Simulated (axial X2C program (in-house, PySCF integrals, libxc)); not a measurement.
**A two-component session on GeH⁺: properties at the nuclei**

Wanted for GeH⁺: properties at the nuclei, at the two-component level.

The runs use an in-house X2C program for linear molecules on PySCF integrals; two-component X2C with atomic mean-field terms, Ge dyall-acv3z, H dyall-av3z.

All values are calculated.

## Step 1: The job

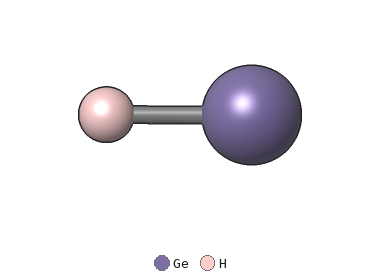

The two atoms at 1.530 Å (germanium purple, hydrogen pink).

File task.json:

```json
{
 "zs": [
  32,
  1
 ],
 "q": 1,
 "bas": [
  "dyall-acv3z",
  "dyall-av3z"
 ],
 "r0": 1.53,
 "levels": [
  "PBE0",
  "HF",
  "B3LYP"
 ],
 "nst": 1,
 "ff": 1,
 "thr": -3.5,
 "nmax": 130,
 "opt": {
  "ecut": 60
 }
}
```

Keys: zs atomic numbers; q charge; bas basis sets; r0 starting distance in Å; levels methods (HF also brings MP2); nst determinants followed; ff finite-field run; thr threshold in hartree for freezing inner shells (an s shell follows its p shell); nmax most natural virtual spinors; ecut virtual cutoff in hartree.

Started as:

```bash
python soeom.py task.json out
```

Nuclei are Gaussian, cores are contracted, and the Gaunt term is on.

## Step 2: Expectation values, lowest determinant

R = 1.585 Å. State: Ω = 0 (closed shell).

Output of the PBE0 run:

```text
two-component X2C + atomic mean field  PBE0
basis functions 150  fitting functions 814  grid points 5073
iter        total energy     max residual
   1      -2098.178067685     8.02e-06
   2      -2098.178067689     8.15e-06
   3      -2098.178067690     1.64e-06
converged
one-electron -2932.00750334  Coulomb 903.89194117  exact exchange -19.64494231  xc functional -60.37989289  nuclear repulsion 10.68370394  atomic mean-field constant -0.72137426
```

The highest occupied spinor is 53% Ge p, 29% H s, 12% Ge s.

```csv
level,qzz Ge (a.u.),qzz H (a.u.)
PBE0,-7.55,0.09
HF,-7.33,0.10
B3LYP,-7.56,0.09
```

qzz is the electric field gradient, eQq0 = 234.96 MHz × Q/barn × qzz. The operators were transformed with the bare-nucleus X2C matrices.

## Step 3: Finite-field coupled cluster

Output:

```text
two-component X2C + atomic mean field  HF
basis functions 150  fitting functions 814  grid points 5073
iter        total energy     max residual
   1      -2096.733001740     2.91e-01
   2      -2096.751622469     7.60e-03
   3      -2096.752211173     5.73e-03
   4      -2096.752395924     8.12e-04
   5      -2096.752409123     1.52e-04
   6      -2096.752410103     2.49e-05
   7      -2096.752410196     1.72e-05
   8      -2096.752410239     1.05e-05
   9      -2096.752410263     3.87e-06
  10      -2096.752410267     3.25e-07
  11      -2096.752410267     9.35e-08
converged
one-electron -2932.35314041  Coulomb 904.32533217  exact exchange -78.68693171  xc functional 0.00000000  nuclear repulsion 10.68370394  atomic mean-field constant -0.72137426
correlated 14  virtual 250  natural virtual 130  E(MP2) -0.557561775  MP2 remainder -0.010004539
iter   CCSD correlation   residual
   1     -0.513037948   1.08e-01
   2     -0.526161604   4.14e-02
   3     -0.526633408   1.65e-02
   4     -0.526398803   3.21e-03
   5     -0.526478514   9.14e-04
   6     -0.526471856   2.79e-04
   7     -0.526469611   1.44e-04
   8     -0.526472601   8.26e-05
   9     -0.526470333   3.92e-05
  10     -0.526471243   1.54e-05
  11     -0.526470876   4.88e-06
  12     -0.526471075   1.71e-06
  13     -0.526471072   6.34e-07
(T) -0.011595354  T1 0.0151  D1 0.0328  max T2 0.098
```

T1 in the output is the amplitude norm over the root of the electron number; divide by √2 for the Lee–Taylor value.

14 electrons correlated in 130 natural virtual spinors, MP2 remainder added; T1 = 0.011.

```csv
level,qzz Ge (a.u.),qzz H (a.u.)
HF,-7.33,0.10
MP2,-7.48,0.10
CCSD,-7.26,0.10
CCSD(T),-7.23,0.10
```

## Step 4: Summary of results

| quantity | value |
| --- | --- |
| lowest determinant | Ω = 0 (closed shell) |
| qzz Ge (a.u.), PBE0 | -7.55 |
| qzz H (a.u.), PBE0 | 0.09 |
| qzz Ge (a.u.), CCSD(T) | -7.23 |
| qzz H (a.u.), CCSD(T) | 0.10 |

**Reading.** The expectation values come from single determinants, which for open shells can mix terms of unlike spin or miss the lowest Ω, so a determinant need not be a state. qzz is the electric field gradient, eQq0 = 234.96 MHz × Q/barn × qzz. The operators were transformed with the bare-nucleus X2C matrices. Correlation of the inner shells is missing, which matters for properties at the nucleus.
